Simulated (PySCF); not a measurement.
Input file:

```
{"job": {"kind": "nmr", "xc": "PBE0", "basis": "pcSseg-1"}, "charge": 0, "multiplicity": 1}
C      1.007197     2.420038    -0.388461
C      0.674798     1.311064     0.261452
C      0.940945    -0.071041    -0.190747
Si     2.102877    -1.029747     1.046775
Si     0.077229    -2.149464     1.105012
N     -0.239256    -0.942810    -0.073333
B     -1.377963    -0.766914    -1.011295
N     -2.135000     0.671699    -0.530979
H      0.833628     3.403012     0.020005
H      1.497703     2.382554    -1.347496
H      0.195689     1.380334     1.234239
H      1.302851    -0.055443    -1.224811
H      2.599511    -0.126496     2.098050
H      3.310179    -1.504294     0.357774
H     -0.008339    -3.550632     0.662189
H     -0.787473    -2.041907     2.304270
H     -2.200653    -1.617746    -0.890799
H     -1.043933    -0.540058    -2.136309
H     -2.550601     0.538431     0.383606
H     -2.833684     0.956769    -1.206593
H     -1.374625     1.349595    -0.473022
```

Run with:

```sh
OMP_NUM_THREADS=1 python probes_run.py task.json out
```

Geometry: GFN2-xTB.

Level of theory: PySCF, PBE0/pcSseg-1, SCF density, gas phase, non-relativistic.

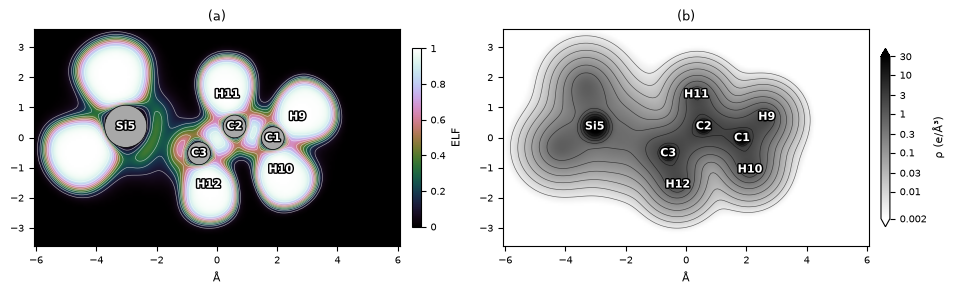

C3H13BN2Si2 (SMILES C=C[C@H]1[SiH2][SiH2]N1[BH2-][NH3+]). (a) electron localisation function; (b) total electron density on the plane of atoms C1, C2 and H11. Grey discs cover the atomic cores in the ELF map.

### Read the bonding off the picture.

Atoms in the plane: C, Si and H. C–C (1.33 Å): ρ at the midpoint is about 2.3 e/Å³; the ELF peaks at about 0.90 between the atoms; a multiple bond.
